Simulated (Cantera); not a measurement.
Feed: 1 mol Si, 0.87 mol H2O, 0.04 mol N2, a varied amount of Cl2, equilibrated at 1023.15 K and 0.133 bar.

Equilibrium computed with Cantera from the NASA thermochemical tables; the gas is ideal and each condensed phase is pure. Candidate condensed phases: H2O, NH4Cl, Si, SiO2, Si2N2O, Si3N4; 47 gas species. N2 is the only nitrogen source here; it is nearly inert below about 1500 K, so the nitride shown seldom forms there in practice. Mutual solubility and eutectic melting of coexisting phases are not modelled. The tables' values for SiCl3 are old estimates; treat these amounts as uncertain. Equilibrium is a limit: real reactors are often held back by kinetics, nucleation or transport.

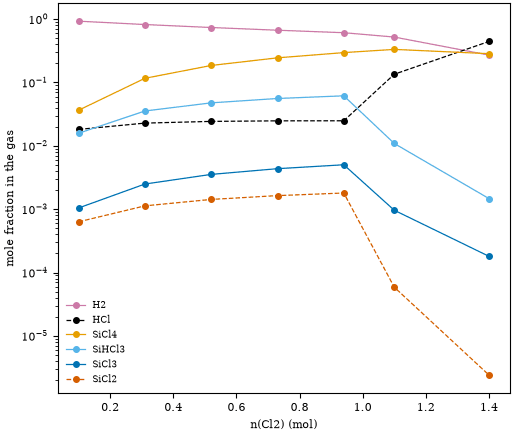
Figure. Equilibrium gas composition (values under 1e-9 drawn at 1e-9)

Problem. Read off the mole fractions at 0.94 mol Cl2.

Solution. H2 about 0.61, SiCl4 about 0.30, SiHCl3 about 0.062, HCl about 0.025, SiCl3 about 0.0050, SiCl2 about 0.0018.
